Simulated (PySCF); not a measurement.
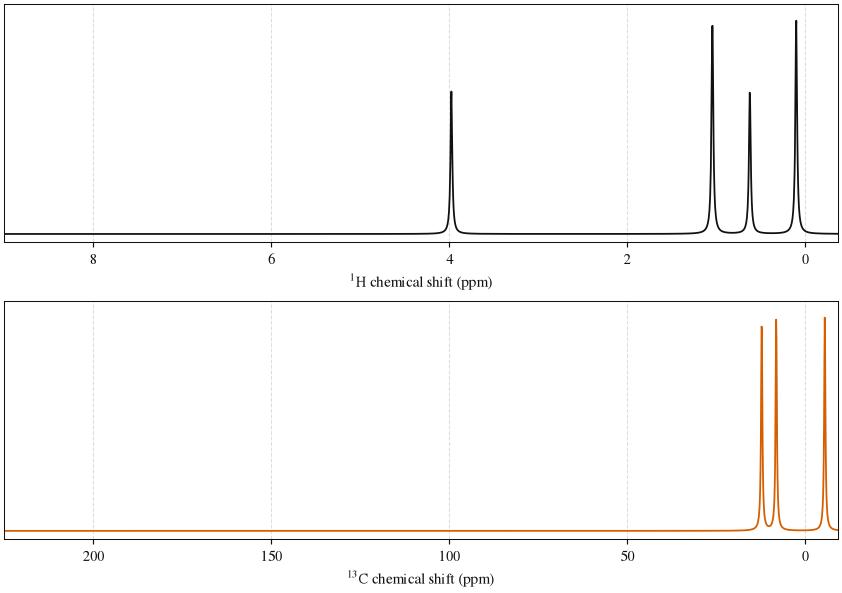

GIAO shifts, PBE0/cc-pVDZ in PySCF, at a PBE0-D3(BJ)/def2-SVP geometry (no frequency check), against TMS for ¹H and TMS for ¹³C computed at the same level. Gas phase, fully decoupled, line heights follow the number of nuclei, widths are arbitrary (no quadrupolar broadening); values of one conformer, averaged over methyl-type rotors and exact or near symmetry; other conformers aren't averaged in.

### Which molecule was computed?
A. C₃H₁₀Si, SMILES CC[SiH2]C
B. C₂H₅NO₂Si, SMILES CO[Si@H](O)C#N
C. CH₆Al₂Cl₂O, SMILES C[O][AlH-]1[Cl+][AlH2-][Cl+]1, singlet
D. C₃H₄ClNSi, SMILES C#C[Si@H](Cl)N=C

A. Its ¹H signals: 3.98 (2 H), 1.04 (3 H), 0.62 (2 H), 0.10 (3 H) ppm. Its ¹³C signals: 12.2 (1 C), 8.1 (1 C), −5.5 (1 C) ppm.
